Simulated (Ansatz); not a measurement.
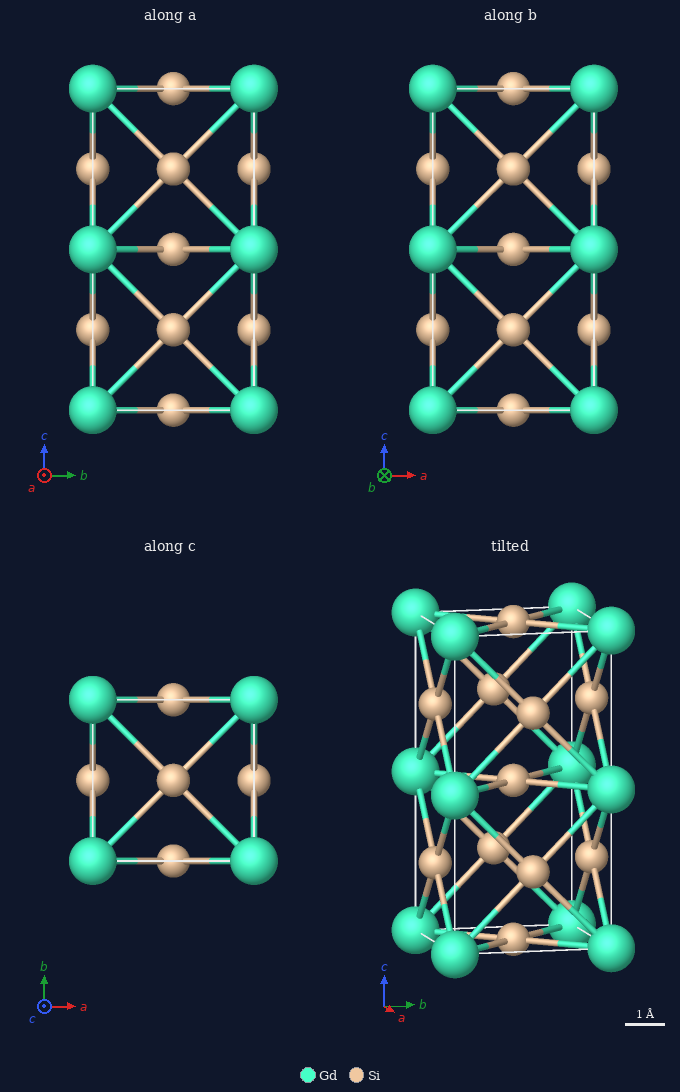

The figure gives a ball-and-stick picture of the atoms, viewed along the a axis, along the b axis, along the c axis and slightly off an axis. The parallelepiped is the unit cell.

Lattice parameters: a = 4.169 Å, b = 4.169 Å, c = 8.313 Å, α = 90.00°, β = 90.00°, γ = 90.00°. Put a along x and b in the xy plane.

Write down what is shown as a POSCAR file.

```
Gd Si
1.0
     4.169    0.000    0.000
     0.000    4.169    0.000
     0.000    0.000    8.313
Gd Si
2 6
Direct
  0.0000 0.0000 0.0000
  0.0000 0.0000 0.5000
  0.0000 0.5000 0.2500
  0.5000 0.5000 0.0000
  0.5000 0.0000 0.2500
  0.0000 0.5000 0.7500
  0.5000 0.5000 0.5000
  0.5000 0.0000 0.7500
```

Source of the structure: a structure type filled with these elements by a generator (whether the compound takes this form wasn't checked). It was relaxed at fixed volume with DFT PBE+U, scalar-relativistic, plane waves, PAW (Ansatz).
